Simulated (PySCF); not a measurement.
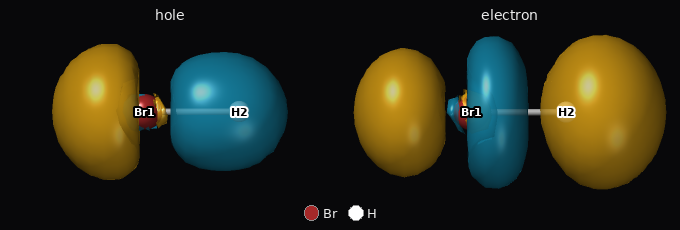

Figure 1: BrH, SMILES `Br`. Leading natural transition orbital pair of T₃ (TDA triplet states); the surfaces enclose about 78 % of each orbital's density.

Level of theory: CAM-B3LYP/def2-SVP (PySCF), at a geometry from GFN2-xTB. No frequency check shows the geometry to be a minimum. GFN2-xTB bond lengths at metals and heavier atoms can be off by up to 0.1 Å and shapes distorted, which carries into these values. Without diffuse functions Rydberg states are missing, so the states' numbers hold for this basis only.

Question: Where does the state lie, and where do hole and electron sit?

Answer: 9.22 eV (134 nm), spin-forbidden from the singlet ground state, partly diffuse acceptor orbital, which a basis without diffuse functions describes poorly; the leading pair carries 100 %; hole on Br1 (72 %) and H2 (28 %), electron on Br1 (54 %) and H2 (46 %) (atom shares of so diffuse an orbital are rough); their centroids lie 0.5 Å apart. In canonical orbitals it is mainly HOMO−2 → LUMO (98 %). The HOMO–LUMO gap is 11.26 eV.

Cost of the run: 2.8 s on 1 thread of AMD EPYC 9R45 96-Core Processor (Zen 5), with other jobs on the host, peak memory 0.19 GiB.
